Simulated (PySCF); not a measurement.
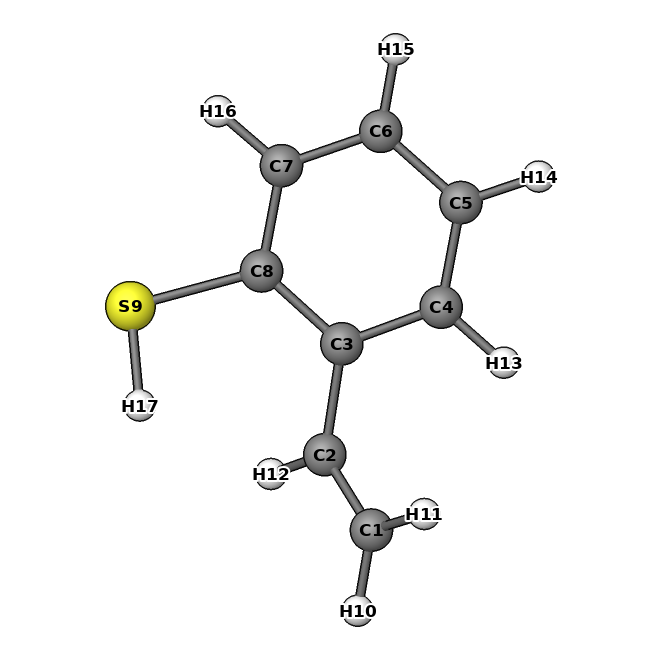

The questions are on isotropic NMR shieldings of the C atoms. The computed structure is the end point of a GFN2-xTB optimisation. No frequency run is at hand to confirm it as a minimum. Method: GIAO PBE0/pcSseg-1 NMR shielding, non-relativistic, gas phase (PySCF 2.14.0).

Q: Which C atom is the most shielded (lowest chemical shift)?

A: C1 (61.8 ppm).

Q: Which C atom is the least shielded (highest chemical shift)?

A: C2 (42.6 ppm).

Q: How wide is the range of C shifts?

A: 19.2 ppm.

List the isotropic NMR shieldings of the C atoms.

```tsv
atom	σ (ppm)
C1	61.8
C2	42.6
C3	46.3
C4	53.1
C5	56.8
C6	53.0
C7	54.0
C8	46.5
```
